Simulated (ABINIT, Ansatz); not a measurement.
## SrO (Fm-3m): third-order response

Aim: Raman and infrared lines of SrO (Fm-3m).

Program: ABINIT 10.8.3. Level of theory: DFT LDA, scalar-relativistic, plane waves, PseudoDojo norm-conserving pseudopotentials. Results are calculated unless marked as measured.

The database entry behind the starting cell differs from later determinations by our own check (about 0.5 % short), so it need not match the best structure at ambient conditions.

### Step 1. Starting point

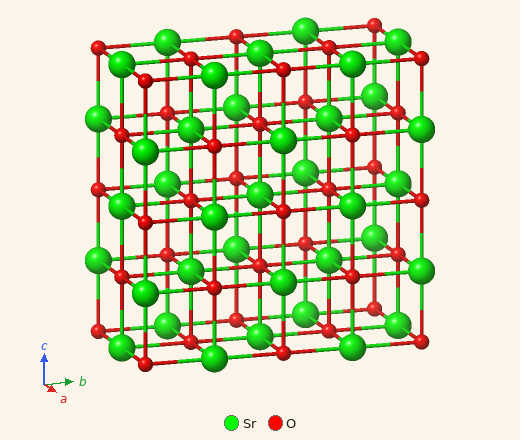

Start, viewed slightly off an axis; strontium green, oxygen red. 1×2×2 cells are drawn. This picture shows the conventional cell, with its axes. Some periodic images of atoms are drawn too.

Structure file:

```cif
data_structure
_symmetry_space_group_name_H-M 'Fm-3m'
_symmetry_Int_Tables_number 225
_cell_length_a 5.0612
_cell_length_b 5.0612
_cell_length_c 5.0612
_cell_angle_alpha 90.000
_cell_angle_beta 90.000
_cell_angle_gamma 90.000
_cell_volume 129.65
loop_
_atom_site_label
_atom_site_type_symbol
_atom_site_symmetry_multiplicity
_atom_site_Wyckoff_symbol
_atom_site_fract_x
_atom_site_fract_y
_atom_site_fract_z
_atom_site_occupancy
Sr1 Sr 4 b 0.50000 0.00000 0.00000 1
O1 O 4 a 0.00000 0.00000 0.00000 1
```

### Step 2. Relaxation

The harmonic expansion needs vanishing forces, and a free crystal bears no stress, so cell and atoms are brought to rest. Stress is more sensitive to the basis than forces are: the last 3 Ha under the cutoff are smoothed with ecutsm, and the cutoff is raised above that of the later runs.

The starting cell comes from a relaxation made beforehand in Ansatz (LDA, PseudoDojo NC).

Input file relax.abi:

```
# relaxation
ionmov 2
optcell 2
dilatmx 1.08
ntime 40
tolmxf 1.0d-05
tolvrs 1.0d-14
prtwf 0
prtden 0
chksymtnons 0

# basis, mesh and filling
ecut 44.0
ecutsm 3.0
ngkpt 8 8 8
nshiftk 1
shiftk 0.0 0.0 0.0
istwfk *1
occopt 1
nband 8
nstep 100
diemac 9.0
prtebands 0
prtgsr 0

# cell and atoms
acell 3*1.0 Angstrom
rprim 
    0.0 2.530600115 2.530600115
    2.530600115 0.0 2.530600115
    2.530600115 2.530600115 0.0
ntypat 2
znucl 38 8
natom 2
typat 1 2
xred 
    0.5 0.5 0.5
    0.0 0.0 0.0
pp_dirpath "./pseudo"
pseudos "Sr.upf, O.upf"
```

Command:

```sh
$ OMP_NUM_THREADS=1 mpirun -n 4 abinit relax.abi > relax.log
```

Numbers of over 12 decimals in the logs are rounded to 6 here.

relax.abo, the main output file:

```text
[banners, grids, parts of the stress and lines that vanish by symmetry left out]
- input  file    -> relax.abi
- output file    -> relax.abo
- root for input  files -> relaxi
[...]
Symmetries : space group Fm -3 m (#225); Bravais cF (face-center cubic)
[...]
mpw =        3860          nfft =       91125          nkpt =          29
[...]
== DATASET  1 ==================================================================
[...]
cutoff_energies: {ecut:  44.0, pawecutdg:  -1.0, }
[...]
ETOT  1  -50.751182641482    -5.075E+01 1.983E-01 7.924E+02
 ETOT  2  -50.718113520684     3.307E-02 9.036E-03 1.214E+03
 ETOT  3  -50.894032983826    -1.759E-01 3.371E-03 1.243E+02
 ETOT  4  -50.907936697503    -1.390E-02 7.090E-04 1.823E+01
 ETOT  5  -50.910441922082    -2.505E-03 5.307E-05 9.594E-03
[...]
At SCF step   14       vres2   =  3.64E-16 < tolvrs=  1.00E-14 =>converged.
[...]
sigma(1 1)=  5.00516247E-07  sigma(3 2)=  0.00000000E+00
  sigma(2 2)=  5.00516247E-07  sigma(3 1)=  0.00000000E+00
  sigma(3 3)=  5.00516247E-07  sigma(2 1)=  0.00000000E+00
[...]
convergence: {deltae: -1.968E-12, res2:  3.641E-16, residm:  2.157E-17, diffor: null, }
etotal    :  -5.09104464E+01
[...]
ETOT  1  -50.910446408740    -5.091E+01 9.245E-11 2.197E-04
[...]
At SCF step    9       vres2   =  4.28E-17 < tolvrs=  1.00E-14 =>converged.
[...]
sigma(1 1)=  3.40363314E-07  sigma(3 2)=  0.00000000E+00
  sigma(2 2)=  3.40363314E-07  sigma(3 1)=  0.00000000E+00
  sigma(3 3)=  3.40363314E-07  sigma(2 1)=  0.00000000E+00
[...]
convergence: {deltae: -2.061E-12, res2:  4.276E-17, residm:  2.265E-19, diffor: null, }
etotal    :  -5.09104464E+01
[...]
ETOT  1  -50.910446299609    -5.091E+01 4.075E-09 9.918E-04
[...]
ETOT  8  -50.910446444530     1.847E-12 3.193E-17 6.621E-14
 ETOT  9  -50.910446444530     6.395E-13 9.617E-19 1.213E-16
 At SCF step    9       vres2   =  1.21E-16 < tolvrs=  1.00E-14 =>converged.
[...]
sigma(1 1)= -7.01666685E-11  sigma(3 2)=  0.00000000E+00
  sigma(2 2)= -7.01666685E-11  sigma(3 1)=  0.00000000E+00
  sigma(3 3)= -7.01666676E-11  sigma(2 1)=  0.00000000E+00
[...]
convergence: {deltae:  6.395E-13, res2:  1.213E-16, residm:  9.617E-19, diffor: null, }
etotal    :  -5.09104464E+01
[...]
At Broyd/MD step   3, gradients are converged :
[...]
sigma(1 1)= -7.01666685E-11  sigma(3 2)=  0.00000000E+00
  sigma(2 2)= -7.01666685E-11  sigma(3 1)=  0.00000000E+00
  sigma(3 3)= -7.01666676E-11  sigma(2 1)=  0.00000000E+00
[...]
- sigma(1 1)= -2.06437466E-06  sigma(3 2)=  0.00000000E+00
- sigma(2 2)= -2.06437466E-06  sigma(3 1)=  0.00000000E+00
- sigma(3 3)= -2.06437463E-06  sigma(2 1)=  0.00000000E+00
[...]
fcart     -0.0000000000E+00 -0.0000000000E+00 -0.0000000000E+00
           strten     -7.0166668482E-11 -7.0166668482E-11 -7.0166667615E-11
================================================================================

[key lines of the parts left out:]
pressure_GPa:   2.0644E-06
Total energy (etotal) [Ha]= -5.09104464445298E+01
```

Run time: 41 s. Hardware: 4 MPI ranks of Intel Xeon at 2.70GHz, shared host.

Little changed from the start: no atom moved by 0.005 Å and no cell edge by 0.1 %.

Numbers from this step:

```
volume per atom : 16.20 Å³
pressure        : 2.06e-6 GPa
```

### Step 3. Self-consistent run for the response

First-order wavefunctions inherit every error of the ground state, hence the very tight tolvrs. The mesh is shifted off Γ, since shifted meshes converge sums over the zone faster.

Input file gs.abi:

```
# ground state
tolvrs 1.0d-16
prtden 1
prtwf 1

# basis, mesh and filling
ecut 36.0
ngkpt 6 6 6
nshiftk 4
shiftk 
    0.5 0.5 0.5
    0.5 0.0 0.0
    0.0 0.5 0.0
    0.0 0.0 0.5
istwfk *1
occopt 1
nband 8
nstep 100
diemac 9.0
prtebands 0
prtgsr 0

# cell and atoms
acell 3*1.0 Angstrom
rprim 
    0.0 2.530481375 2.530481375
    2.530481375 0.0 2.530481375
    2.530481375 2.530481375 0.0
ntypat 2
znucl 38 8
natom 2
typat 1 2
xred 
    0.5 0.5 0.5
    0.0 0.0 0.0
pp_dirpath "./pseudo"
pseudos "Sr.upf, O.upf"
```

Command:

```sh
$ OMP_NUM_THREADS=1 mpirun -n 4 abinit gs.abi > gs.log
```

gs.abo, the main output file:

```text
[banners, grids, parts of the stress and lines that vanish by symmetry left out]
- input  file    -> gs.abi
- output file    -> gs.abo
- root for input  files -> gsi
[...]
Symmetries : space group Fm -3 m (#225); Bravais cF (face-center cubic)
[...]
mpw =        2268          nfft =       64000          nkpt =          28
[...]
== DATASET  1 ==================================================================
[...]
cutoff_energies: {ecut:  36.0, pawecutdg:  -1.0, }
[...]
ETOT  1  -50.761274436842    -5.076E+01 1.753E-01 4.926E+02
 ETOT  2  -50.774165616385    -1.289E-02 2.833E-03 5.998E+02
 ETOT  3  -50.892246943073    -1.181E-01 2.958E-03 9.260E+01
 ETOT  4  -50.907972609396    -1.573E-02 6.653E-04 1.025E+01
 ETOT  5  -50.910074145109    -2.102E-03 3.477E-05 6.279E-02
[...]
ETOT 14  -50.910089099164     1.066E-13 1.364E-18 7.641E-15
 ETOT 15  -50.910089099165    -1.187E-12 6.919E-20 1.880E-17
 At SCF step   15       vres2   =  1.88E-17 < tolvrs=  1.00E-16 =>converged.
[...]
sigma(1 1)=  1.97758476E-05  sigma(3 2)=  0.00000000E+00
  sigma(2 2)=  1.97758476E-05  sigma(3 1)=  0.00000000E+00
  sigma(3 3)=  1.97758476E-05  sigma(2 1)=  0.00000000E+00
[...]
convergence: {deltae: -1.187E-12, res2:  1.880E-17, residm:  6.919E-20, diffor: null, }
etotal    :  -5.09100891E+01
[...]
sigma(1 1)=  1.97758476E-05  sigma(3 2)=  0.00000000E+00
  sigma(2 2)=  1.97758476E-05  sigma(3 1)=  0.00000000E+00
  sigma(3 3)=  1.97758476E-05  sigma(2 1)=  0.00000000E+00
[...]
- sigma(1 1)=  5.81825525E-01  sigma(3 2)=  0.00000000E+00
- sigma(2 2)=  5.81825525E-01  sigma(3 1)=  0.00000000E+00
- sigma(3 3)=  5.81825525E-01  sigma(2 1)=  0.00000000E+00
[...]
fcart     -0.0000000000E+00 -0.0000000000E+00 -0.0000000000E+00
           strten      1.9775847643E-05  1.9775847643E-05  1.9775847643E-05
================================================================================

[key lines of the parts left out:]
pressure_GPa:  -5.8183E-01
```

Wall time 17 s (4 MPI ranks); 65 s of CPU time.

Read from the output:

| Quantity | Value |
| --- | --- |
| pressure | -0.5818 GPa |

The cell stands at -0.58 GPa: the relaxation ran with a smoothed and higher cutoff and on another k mesh.

### Step 4. The gap at rest

Empty bands on the ground state's density check that the gap assumed so far is there in this cell.

Input file gap.abi:

```
# empty bands on the ground state's density
iscf -2
getden_filepath "gso_DEN"
tolwfr 1.0d-12
nbdbuf 2
prtwf 0

# basis, mesh and filling
ecut 36.0
ngkpt 8 8 8
nshiftk 1
shiftk 0.0 0.0 0.0
istwfk *1
occopt 1
nband 12
nstep 100
diemac 9.0
prtebands 0
prtgsr 0

# cell and atoms
acell 3*1.0 Angstrom
rprim 
    0.0 2.530481375 2.530481375
    2.530481375 0.0 2.530481375
    2.530481375 2.530481375 0.0
ntypat 2
znucl 38 8
natom 2
typat 1 2
xred 
    0.5 0.5 0.5
    0.0 0.0 0.0
pp_dirpath "./pseudo"
pseudos "Sr.upf, O.upf"
```

Command:

```sh
$ OMP_NUM_THREADS=1 mpirun -n 4 abinit gap.abi > gap.log
```

gap.abo, the main output file:

```text
[banners, grids, parts of the stress and lines that vanish by symmetry left out]
- input  file    -> gap.abi
- output file    -> gap.abo
- root for input  files -> gapi
[...]
Symmetries : space group Fm -3 m (#225); Bravais cF (face-center cubic)
[...]
mpw =        2276          nfft =       64000          nkpt =          29
[...]
== DATASET  1 ==================================================================
[...]
cutoff_energies: {ecut:  36.0, pawecutdg:  -1.0, }
[...]
-outvars: echo values of variables after computation
            acell      1.8897261259E+00  1.8897261259E+00  1.8897261259E+00 Bohr
================================================================================
```

It took 9.9 s on 4 MPI ranks; 38 s of CPU time.

Read from the output:

* gap on the k-mesh: 3.131 eV

In this cell the gap on the mesh is 3.1 eV, indirect (smallest direct 3.2 eV), so fixed occupations hold.

### Step 5. Zone-centre response

The derivative of the wavefunctions by k comes first, since the response to a field is built on it; then the field and the displacements that symmetry doesn't supply are solved at q = 0. By the 2n+1 theorem the first-order wavefunctions also give third derivatives: Raman tensors and the non-linear susceptibility.

It reads the wavefunctions written in step 3.

Input file dfpt_gamma.abi:

```
ndtset 3

# common to the responses
getwfk_filepath "gso_WFK"
kptopt 2
nqpt 1
qpt 0.0 0.0 0.0
asr 0
chneut 0

# d/dk
rfelfd1 2
rfdir1 1 1 1
iscf1 -3
tolwfr1 1.0d-20

# displacements, field
rfphon2 1
rfatpol2 1 2
rfdir2 1 1 1
rfelfd2 3
getddk2 1
tolvrs2 1.0d-10
prepanl2 1
prtden2 1

# third order
optdriver3 5
getden_filepath3 "gso_DEN"
get1den3 2
get1wf3 2
getddk3 1
d3e_pert1_elfd3 1
d3e_pert1_phon3 1
d3e_pert1_atpol3 1 2
d3e_pert1_dir3 1 1 1
d3e_pert2_elfd3 1
d3e_pert2_dir3 1 1 1
d3e_pert3_elfd3 1
d3e_pert3_dir3 1 1 1
usepead3 1
tolvrs3 1.0d-10

# basis, mesh and filling
ecut 36.0
ngkpt 6 6 6
nshiftk 4
shiftk 
    0.5 0.5 0.5
    0.5 0.0 0.0
    0.0 0.5 0.0
    0.0 0.0 0.5
istwfk *1
occopt 1
nband 8
nstep 100
diemac 9.0
prtebands 0
prtgsr 0

# cell and atoms
acell 3*1.0 Angstrom
rprim 
    0.0 2.530481375 2.530481375
    2.530481375 0.0 2.530481375
    2.530481375 2.530481375 0.0
ntypat 2
znucl 38 8
natom 2
typat 1 2
xred 
    0.5 0.5 0.5
    0.0 0.0 0.0
pp_dirpath "./pseudo"
pseudos "Sr.upf, O.upf"
```

Command:

```sh
$ OMP_NUM_THREADS=1 mpirun -n 4 abinit dfpt_gamma.abi > dfpt_gamma.log
```

dfpt_gamma.abo, the main output file:

```text
[banners, grids, parts of the stress and lines that vanish by symmetry left out]
- input  file    -> dfpt_gamma.abi
- output file    -> dfpt_gamma.abo
- root for input  files -> dfpt_gammai
[...]
DATASET    1 : space group Fm -3 m (#225); Bravais cF (face-center cubic)
[...]
nfft =       64000          nkpt =         432
[...]
DATASET    2 : space group Fm -3 m (#225); Bravais cF (face-center cubic)
[...]
nfft =       64000          nkpt =         432
[...]
DATASET    3 : space group Fm -3 m (#225); Bravais cF (face-center cubic)
[...]
mpw =        2268          nfft =       64000          nkpt =         432
[...]
== DATASET  1 ==================================================================
[...]
cutoff_energies: {ecut:  36.0, pawecutdg:  -1.0, }
[...]
-  8.00000   6.00000  201201                  znucl, zion, pspdat
[...]
Perturbation : derivative vs k along direction   1
[...]
-ETOT  1  -21.022044317912     -2.102E+01 4.336E-01 0.000E+00
 ETOT  2  -21.081578180153     -5.953E-02 1.666E-02 0.000E+00
 ETOT  3  -21.082714863167     -1.137E-03 3.371E-04 0.000E+00
 ETOT  4  -21.082749992886     -3.513E-05 3.134E-05 0.000E+00
 ETOT  5  -21.082751398884     -1.406E-06 6.887E-07 0.000E+00
[...]
At SCF step   17   max residual=  1.00E-20 < tolwfr=  1.00E-20 =>converged.
[...]
Perturbation : derivative vs k along direction   2
[...]
-ETOT  1  -21.022044317580     -2.102E+01 4.336E-01 0.000E+00
[...]
At SCF step   17   max residual=  1.00E-20 < tolwfr=  1.00E-20 =>converged.
[...]
Perturbation : derivative vs k along direction   3
[...]
-ETOT  1  -21.022044317248     -2.102E+01 4.336E-01 0.000E+00
[...]
At SCF step   17   max residual=  1.00E-20 < tolwfr=  1.00E-20 =>converged.
[...]
1        1       1.0940264152    0.0000000000
     1        2       0.5470132076   -0.0000000000
     1        3       0.5470132076    0.0000000000
     2        1       0.5470132076   -0.0000000000
     2        2       1.0940264152    0.0000000000
     2        3       0.5470132076    0.0000000000
     3        1       0.5470132076    0.0000000000
     3        2       0.5470132076    0.0000000000
     3        3       1.0940264152    0.0000000000
[...]
== DATASET  2 ==================================================================
[...]
cutoff_energies: {ecut:  36.0, pawecutdg:  -1.0, }
[...]
Perturbation : displacement of atom   1   along direction   1
[...]
-ETOT  1   1.811538     -1.093E+03 6.948E+00 1.593E+02
[...]
At SCF step   10       vres2   =  2.48E-12 < tolvrs=  1.00E-10 =>converged.
[...]
Perturbation : displacement of atom   2   along direction   1
[...]
-ETOT  1   4.376179     -2.711E+03 1.949E+00 3.989E+03
[...]
At SCF step   10       vres2   =  8.21E-12 < tolvrs=  1.00E-10 =>converged.
[...]
Perturbation : homogeneous electric field along direction   1
[...]
-ETOT  1  -61.269245651147     -6.127E+01 2.707E+00 9.541E+03
[...]
At SCF step   10       vres2   =  3.99E-11 < tolvrs=  1.00E-10 =>converged.
[...]
Perturbation : homogeneous electric field along direction   2
[...]
-ETOT  1  -61.269245650161     -6.127E+01 2.707E+00 9.541E+03
[...]
At SCF step   10       vres2   =  3.99E-11 < tolvrs=  1.00E-10 =>converged.
[...]
Perturbation : homogeneous electric field along direction   3
[...]
-ETOT  1  -61.269245649175     -6.127E+01 2.707E+00 9.541E+03
[...]
ETOT  9  -64.431696661899     -1.499E-10 1.885E-10 4.367E-10
 ETOT 10  -64.431696661909     -9.464E-12 1.101E-11 3.989E-11
 At SCF step   10       vres2   =  3.99E-11 < tolvrs=  1.00E-10 =>converged.
[...]
Dielectric tensor, in cartesian coordinates,
[...]
1    4   1    4         3.8592782162        -0.0000000000
   1    4   2    4         0.0000000000        -0.0000000000
   1    4   3    4         0.0000000000        -0.0000000000
   2    4   1    4         0.0000000000        -0.0000000000
   2    4   2    4         3.8592782162        -0.0000000000
   2    4   3    4         0.0000000000        -0.0000000000
   3    4   1    4         0.0000000000        -0.0000000000
   3    4   2    4         0.0000000000        -0.0000000000
   3    4   3    4         3.8592782162        -0.0000000000
  Effective charges, in cartesian coordinates,
[...]
1    1   1    4         2.4754916529         0.0000000000
   2    1   1    4        -0.0000000000         0.0000000000
   3    1   1    4         0.0000000000         0.0000000000
   1    2   1    4        -2.4753188766         0.0000000000
   2    2   1    4         0.0000000000         0.0000000000
[...]
Effective charges, in cartesian coordinates,
[...]
2    4   1    2         0.0000000000         0.0000000000
   3    4   1    2         0.0000000000         0.0000000000
   1    4   2    2         0.0000000000         0.0000000000
   2    4   2    2        -2.4753188210         0.0000000000
   3    4   2    2         0.0000000000         0.0000000000
   1    4   3    2        -0.0000000000         0.0000000000
   2    4   3    2        -0.0000000000         0.0000000000
   3    4   3    2        -2.4753188210         0.0000000000
  Phonon wavevector (reduced coordinates) :  0.00000  0.00000  0.00000
 Phonon energies in Hartree :
[...]
Phonon frequencies in cm-1    :
-  2.237278E+00  2.237278E+00  2.237278E+00  2.170954E+02  2.170954E+02
-  2.170954E+02
  Phonon at Gamma, with non-analyticity in the
[...]
Phonon energies in Hartree :
[...]
Phonon frequencies in cm-1    :
-  2.237278E+00  2.237278E+00  2.237905E+00  2.170954E+02  2.170954E+02
-  4.746788E+02
  Phonon at Gamma, with non-analyticity in the
[...]
Phonon energies in Hartree :
[...]
Phonon frequencies in cm-1    :
-  2.237278E+00  2.237278E+00  2.237905E+00  2.170954E+02  2.170954E+02
-  4.746788E+02
  Phonon at Gamma, with non-analyticity in the
[...]
Phonon energies in Hartree :
[...]
Phonon frequencies in cm-1    :
-  2.237278E+00  2.237278E+00  2.237905E+00  2.170954E+02  2.170954E+02
-  4.746788E+02
[...]
== DATASET  3 ==================================================================
[...]
cutoff_energies: {ecut:  36.0, pawecutdg:  -1.0, }
[...]
1          1       -0.000000000       -0.000000000       -0.000000000
[...]
1          2       -0.000000000       -0.000000000       -0.000000000
[...]
1          3       -0.000000000       -0.000000000       -0.000000000
[...]
2          1       -0.000000000       -0.000000000       -0.000000000
[...]
2          2       -0.000000000       -0.000000000       -0.000000000
[...]
2          3       -0.000000000       -0.000000000       -0.000000000
[...]
strten2     0.0000000000E+00  0.0000000000E+00  0.0000000000E+00
           strten3     0.0000000000E+00  0.0000000000E+00  0.0000000000E+00
================================================================================
```

The job ended after 13 min (4 MPI ranks; 50 min of CPU time).

This step gave:

* miss of the charge sum rule: 1.73e-4 e
* largest acoustic frequency at the zone centre before the sum rule: 2.24 cm⁻¹
* highest optical zone-centre mode (no LO-TO term): 217.1 cm⁻¹
* lowest optical zone-centre mode: 217.1 cm⁻¹
* mean high-frequency dielectric constant: 3.859
* largest Born charge in size (third of the trace): 2.475 e

Born charge (rows field, columns displacement), before the sum rule (e), principal values of the symmetric part by kind of site:

| atom | atoms with these values | low | middle | high | mean |
| --- | --- | --- | --- | --- | --- |
| Sr1 | 1 | 2.48 | 2.48 | 2.48 | 2.48 |
| O2 | 1 | -2.48 | -2.48 | -2.48 | -2.48 |

In full for Sr1:

```
2.48 0.00 0.00
0.00 2.48 0.00
0.00 0.00 2.48
```

High-frequency dielectric tensor:

```
3.86 0.00 0.00
0.00 3.86 0.00
0.00 0.00 3.86
```

The acoustic modes at Γ come out as far as 2.2 cm⁻¹ from zero, where they should vanish, a small numerical error; the Born charges miss their sum rule by 1.7e-4 e, which is good.

(Continued in part 2 of 2.)

[Host names and launcher messages were left out of these logs when they were recorded.]

[Logs are printed without paths, hosts, clocks, repeated set-up lines and the standing remarks that a program may print on its own settings, such as how far it seeks lower states.]

[Hosts, paths, dates, database ids (printed as entryN), source tags and the programs' standing remarks are cut or masked in the printed files.]
